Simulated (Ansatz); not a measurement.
# WC (Fm-3m): short molecular-dynamics run, by script

How do the atoms of WC (Fm-3m) move over a short run? Aim: a short molecular-dynamics run, for WC (Fm-3m), run from a script.

Computed with the Python package of Ansatz 0.2.0. Level of theory: DFT PBEsol, plane waves, PAW.

### 1 The system

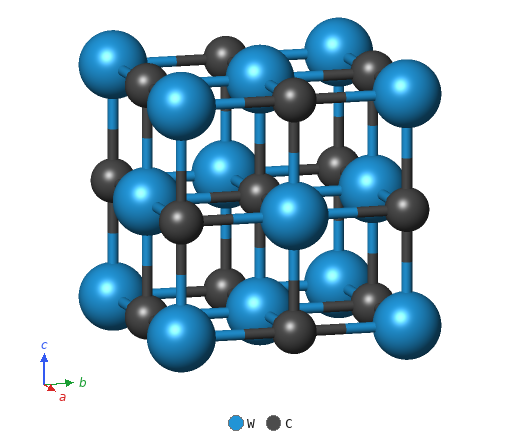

The structure that the script starts from, seen slightly off an axis (tungsten blue, carbon dark grey). The cell is the conventional one. Atoms on cell faces are repeated.

Input file wc.vasp:

```text
WC
1.0
   0.00000000    2.19268400    2.19268400
   2.19268400    0.00000000    2.19268400
   2.19268400    2.19268400    0.00000000
W C
1 1
Direct
   0.00000000    0.00000000    0.00000000
   0.50000000    0.50000000    0.50000000
```

### 2 The script

Input file md_wc.py:

```python
'''A few tens of MD steps for WC.'''

from dataclasses import dataclass
import warnings

import ansatz as az
from ase import Atoms
from ase.io import read
from ase.neighborlist import neighbor_list
import numpy as np


@dataclass
class Options:
    cutoff_ev: int = 320
    scf_tol: float = 1e-06
    max_scf: int = 60
    extra_bands: int = 6
    kgrid: tuple[int, ...] = (2, 2, 2)
    smearing: str = 'gaussian'
    sigma: float = 0.2
    n_steps: int = 20
    temperature_k: int = 2000


settings = Options()


def main() -> None:
    warnings.simplefilter('ignore', az.DeckWarning)

    atoms = read('wc.vasp', format='vasp')
    crystal = az.Crystal.from_ase(atoms)

    # a coarse mesh keeps each step cheap
    calc = (
        crystal.supercell(2, 2, 1).calculation()
        .functional(az.Functional.PBESOL)
        .basis(settings.cutoff_ev, density_ratio=8)
        .scf(tolerance=settings.scf_tol, max_iterations=settings.max_scf, extra_bands=settings.extra_bands, algorithm='direct_min', self_checks='high')
        .kpoints(*settings.kgrid, shift=0.5)
        .occupations(settings.smearing, width=settings.sigma)
        .md('nvt_nose_hoover', timestep=1.0, steps=settings.n_steps, temperature=settings.temperature_k, initial_velocities='maxwell_boltzmann', seed=850)
    )
    steps = []


    def collect(event):
        if event['event'] == 'md_step':
            steps.append(event['data'])


    outcome = calc.session().plan().execute(on_event=collect)
    r = outcome.report

    print(' step   t (fs)     E_pot (eV)   E_kin (eV)    T (K)')
    for s in steps[::1]:
        print(f'{s["step"]:5d} {s["time_fs"]:8.1f} {s["lagrangian_ev"]:14.4f} {s["e_kin_ev"]:12.4f} {s["temperature_k"]:8.1f}')

    temperature = np.array([s['temperature_k'] for s in steps])
    print(f'mean temperature of the second half {temperature[len(steps) // 2 :].mean():.1f} K')

    track = np.array([s['positions_ang'] for s in steps])
    names = np.array([site.symbol for site in outcome.lattice.sites])
    for name in sorted(set(names)):
        msd = ((track[:, names == name] - track[0, names == name]) ** 2).sum(axis=2).mean(axis=1)
        print(f'mean square displacement of {name} (A^2):', np.round(msd[:: max(len(msd) // 6, 1)], 4))

    symbols = [site.symbol for site in outcome.lattice.sites]
    pairs = np.concatenate([neighbor_list('d', Atoms(symbols, positions=s['positions_ang'], cell=outcome.lattice.cell_ang, pbc=True), 4.5) for s in steps[len(steps) // 2 :]])
    counts, edges = np.histogram(pairs, bins=np.arange(0.5, 4.51, 0.25))
    for low, count in zip(edges, counts / (len(symbols) * len(steps[len(steps) // 2 :]))):
        print(f'{low:4.2f}-{low + 0.25:4.2f} A  {count:6.2f} neighbours an atom')

    with open('trajectory.xyz', 'w') as handle:
        for s in steps[::5]:
            handle.write(f'{len(s["positions_ang"])}\nt = {s["time_fs"]} fs\n')
            for site, xyz in zip(outcome.lattice.sites, s['positions_ang']):
                handle.write('{} {:.4f} {:.4f} {:.4f}\n'.format(site.symbol, *xyz))


if __name__ == '__main__':
    main()
```

### 3 What the engine is handed

The package turns the script's settings into the engine's input:

```yaml
crystal:
  lattice:
    - [0.0, 2.192684, 2.192684]
    - [2.192684, 0.0, 2.192684]
    - [2.192684, 2.192684, 0.0]
  atoms:
    - { symbol: W, position: [0.0, 0.0, 0.0] }
    - { symbol: C, position: [0.5, 0.5, 0.5] }
  supercell: [2, 2, 1]
basis:
  ecutwfc: 320.0
  ecutrho_ratio: 8
kpoints:
  mp_grid:
    grid: [2, 2, 2]
    shift: [0.5, 0.5, 0.5]
hamiltonian:
  xc: pbesol
scf:
  max_iter: 60
  algorithm: direct_min
  n_extra_bands: 6
  self_checks: high
  convergence:
    dr2_threshold: 1.0e-06
  occupations:
    method: gaussian
    width: 0.2
md:
  timestep: 1.0
  n_steps: 20
  ensemble: nvt_nose_hoover
  temperature: 2000.0
  initial_velocities: maxwell_boltzmann
  seed: 850
```

### 4 Running it

Run with:

```console
> python md_wc.py
```

Output:

```text
 step   t (fs)     E_pot (eV)   E_kin (eV)    T (K)
    0      0.0    -42010.6017       1.8096   2000.0
    1      1.0    -42010.5982       1.8061   1996.1
    2      2.0    -42010.5875       1.7953   1984.2
    3      3.0    -42010.5693       1.7771   1964.1
    4      4.0    -42010.5434       1.7512   1935.4
    5      5.0    -42010.5099       1.7177   1898.4
    6      6.0    -42010.4692       1.6771   1853.5
    7      7.0    -42010.4223       1.6304   1801.9
    8      8.0    -42010.3707       1.5790   1745.1
    9      9.0    -42010.3163       1.5248   1685.2
   10     10.0    -42010.2612       1.4700   1624.6
   11     11.0    -42010.2077       1.4168   1565.9
   12     12.0    -42010.1581       1.3677   1511.6
   13     13.0    -42010.1148       1.3248   1464.2
   14     14.0    -42010.0798       1.2903   1426.0
   15     15.0    -42010.0546       1.2656   1398.8
   16     16.0    -42010.0404       1.2520   1383.7
   17     17.0    -42010.0378       1.2500   1381.5
   18     18.0    -42010.0467       1.2595   1392.0
   19     19.0    -42010.0664       1.2799   1414.5
   20     20.0    -42010.0956       1.3099   1447.7
mean temperature of the second half 1455.5 K
mean square displacement of C (A^2): [0.     0.0032 0.0123 0.0254 0.0399 0.0531 0.0629]
mean square displacement of W (A^2): [0.     0.0002 0.0009 0.002  0.0035 0.0056 0.0081]
0.50-0.75 A    0.00 neighbours an atom
0.75-1.00 A    0.00 neighbours an atom
1.00-1.25 A    0.00 neighbours an atom
1.25-1.50 A    0.00 neighbours an atom
1.50-1.75 A    0.00 neighbours an atom
1.75-2.00 A    0.36 neighbours an atom
2.00-2.25 A    4.00 neighbours an atom
2.25-2.50 A    1.43 neighbours an atom
2.50-2.75 A    0.41 neighbours an atom
2.75-3.00 A    0.89 neighbours an atom
3.00-3.25 A   10.36 neighbours an atom
3.25-3.50 A    0.77 neighbours an atom
3.50-3.75 A    2.50 neighbours an atom
3.75-4.00 A    4.68 neighbours an atom
4.00-4.25 A    1.25 neighbours an atom
4.25-4.50 A    4.68 neighbours an atom
```

Run time: 61 s. Hardware: 1 thread of Arm Neoverse V2, shared host; peak memory 0.46 GiB.

File trajectory.xyz afterwards:

```xyz
8
t = 0.0 fs
W 0.0000 0.0000 0.0000
C 2.1927 2.1927 2.1927
W 2.1927 0.0000 2.1927
C 4.3854 2.1927 4.3854
W 0.0000 2.1927 2.1927
C 2.1927 4.3854 4.3854
W 2.1927 2.1927 4.3854
C 4.3854 4.3854 6.5781
8
t = 5.0 fs
W -0.0261 -0.0149 -0.0018
C 2.1870 2.1937 2.2636
W 2.1884 -0.0090 2.1889
C 4.3932 2.1633 4.4197
W 0.0202 2.2122 2.1825
C 2.0757 4.4792 4.4269
W 2.2137 2.1910 4.3917
C 4.3342 4.4133 6.5763
8
t = 10.0 fs
W -0.0530 -0.0296 -0.0033
C 2.1804 2.1980 2.3198
W 2.1839 -0.0185 2.1853
C 4.3911 2.1464 4.4475
W 0.0400 2.2321 2.1722
C 1.9728 4.5618 4.4665
W 2.2355 2.1888 4.3985
C 4.2896 4.4425 6.5852
8
t = 15.0 fs
W -0.0806 -0.0439 -0.0045
C 2.1699 2.2092 2.3505
W 2.1790 -0.0289 2.1821
C 4.3675 2.1556 4.4630
W 0.0592 2.2528 2.1623
C 1.8973 4.6170 4.5016
W 2.2581 2.1860 4.4059
C 4.2578 4.4721 6.6077
8
t = 20.0 fs
W -0.1088 -0.0574 -0.0051
C 2.1532 2.2307 2.3503
W 2.1737 -0.0403 2.1797
C 4.3184 2.1979 4.4616
W 0.0773 2.2745 2.1530
C 1.8560 4.6305 4.5272
W 2.2815 2.1823 4.4146
C 4.2421 4.4987 6.6383
```

### 5 What the script built

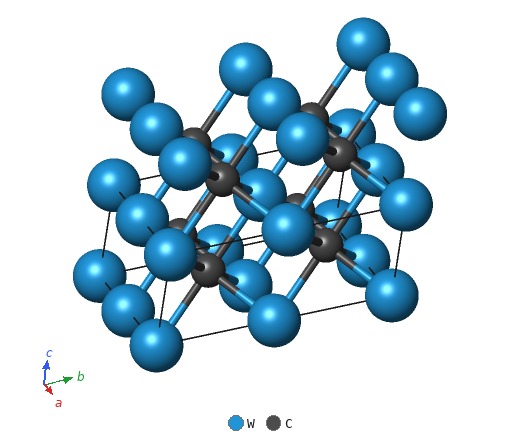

The cell of the run as the script built it (8 atoms; tungsten blue, carbon dark grey).

Lines on the test bed's own set-up are left out of the output.

### 6 The run's own record

From the engine's report, whether the script printed it or not:

```csv
item,value
SCF cycles in all,90
k-points solved,4
plane waves,1081
bands,42
valence electrons,72
free energy (eV),-42010.09563
Fermi level (eV),21.682
"lowest empty less highest filled level on the mesh, by band count (eV)",-0.199
```

### 7 What the atoms did

Step by step:

```csv
time (fs),T (K),change of potential energy (meV/atom),change of conserved energy (meV/atom),mean square move (Å²)
0.0,2000,0.0,0.00,0.0000
1.0,1996,0.4,0.00,0.0002
2.0,1984,1.8,-0.01,0.0008
3.0,1964,4.1,-0.01,0.0017
4.0,1935,7.3,-0.01,0.0030
5.0,1898,11.5,-0.01,0.0046
6.0,1853,16.6,-0.01,0.0066
7.0,1802,22.4,0.00,0.0087
8.0,1745,28.9,0.02,0.0111
9.0,1685,35.7,0.03,0.0137
10.0,1625,42.6,0.05,0.0163
11.0,1566,49.3,0.06,0.0190
12.0,1512,55.5,0.08,0.0217
13.0,1464,60.9,0.10,0.0244
14.0,1426,65.2,0.11,0.0269
15.0,1399,68.4,0.12,0.0294
16.0,1384,70.2,0.12,0.0316
17.0,1381,70.5,0.12,0.0337
18.0,1392,69.4,0.11,0.0355
19.0,1414,66.9,0.10,0.0372
20.0,1448,63.3,0.09,0.0386
```

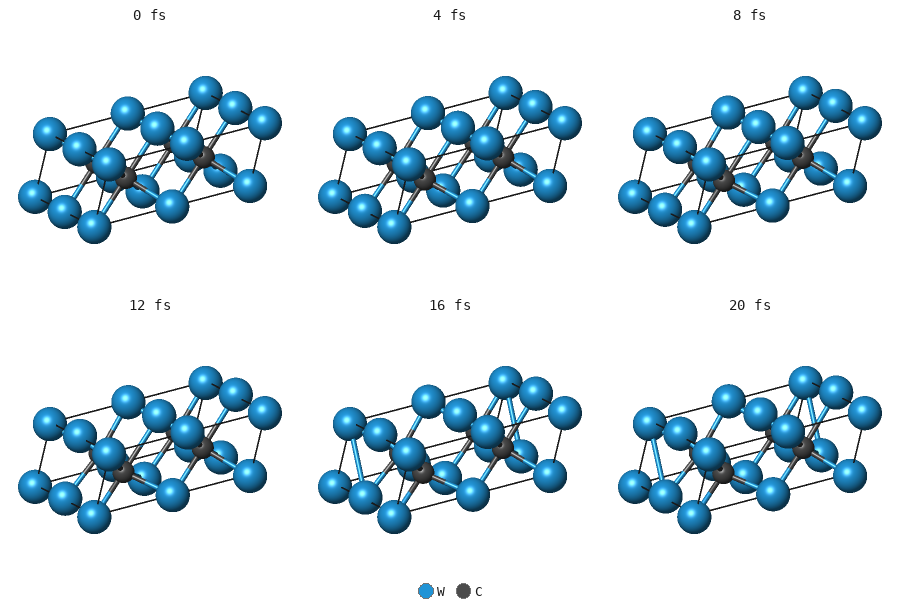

Snapshots along the run, at one scale. Sticks are drawn by distance alone, so a stretched bond can lose its stick. Atoms on the cell's faces are repeated.

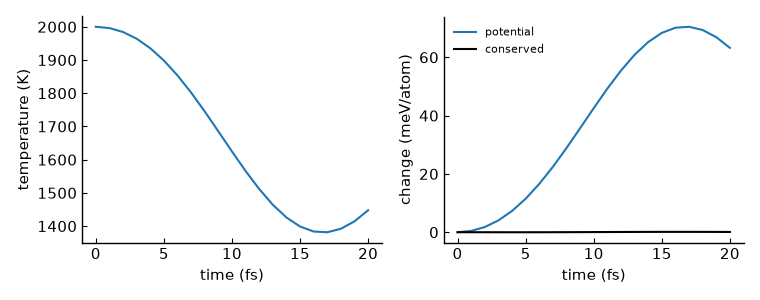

Temperature and energies against time.

Positions (Å) and forces (eV/Å) at 20.0 fs:

```xyz
8
Lattice="0.000 4.385 4.385 4.385 0.000 4.385 2.193 2.193 0.000" Properties=species:S:1:pos:R:3:forces:R:3 pbc="T T T"
W    -0.109   -0.057   -0.005   -0.641    1.248    0.875
C     2.153    2.231    2.350   -0.227    0.607   -1.425
W     2.174   -0.040    2.180   -0.333   -0.750    0.513
C     4.318    2.198    4.462   -0.801    1.434   -0.945
W     0.077    2.275    2.153   -0.840    0.866    0.796
C     1.856    4.630    4.527    1.668   -2.373   -0.809
W     2.281    2.182    4.415    0.425   -0.635    1.083
C     4.242    4.499    6.638    0.747   -0.398   -0.088
```

### 8 Summary of results

| quantity | value |
| --- | --- |
| mean square displacement of C (A^2) (as printed) | [0.     0.0032 0.0123 0.0254 0.0399 0.0531 0.0629] |
| mean square displacement of W (A^2) (as printed) | [0.     0.0002 0.0009 0.002  0.0035 0.0056 0.0081] |

In words: The run has a cutoff under the recommended one, so its numbers aren't properties of the system. The cutoff lies under the one recommended for these potentials. For a metal this mesh is coarse. The free energy holds a sizeable smearing term, which stands for no physical temperature. The program warned that this SCF threshold is loose for forces or stresses. Spin-orbit coupling, which matters for elements this heavy, is left out. The structure comes from a database of computed cells and needn't be a stable or known phase. A small cell, a coarse mesh and a very short run: it shows the set-up and gives no equilibrium averages.
